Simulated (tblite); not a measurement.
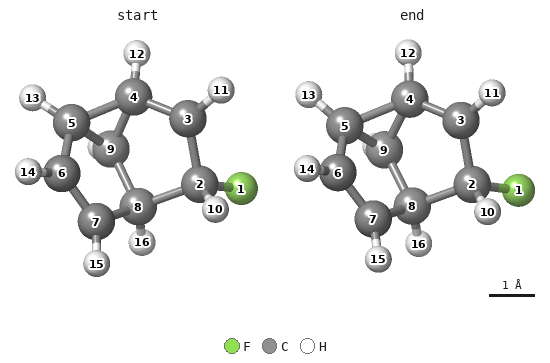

The structure of C₈H₈F (multiplicity 2) before (left) and after (right) a relaxation, at one scale.

A ball-and-stick model, seen at a tilt.

These are results of GFN2-xTB geometry optimisation, gas phase in tblite 0.8.0, not measurements. 

Q: What changed between the two?

A: Over 37 geometry steps the energy falls by 34.7 kJ/mol. An H atom moves most after the best rigid fit: 0.18 Å. By element the largest moves are H 0.18 Å, C 0.12 Å, F 0.07 Å. Near-neighbour distances that change, for instance: C–F 1.344 → 1.411 Å, C–C 1.526 → 1.589 Å, C–C 1.524 → 1.482 Å, C–C 1.466 → 1.427 Å. Bond angles that change, for instance: C–C–H 118.9° → 112.0°, C–C–C 111.0° → 104.7°, F–C–H 108.9° → 103.8°. Cost: 0.25 s on 1 thread of Arm Neoverse V1 (shared host).
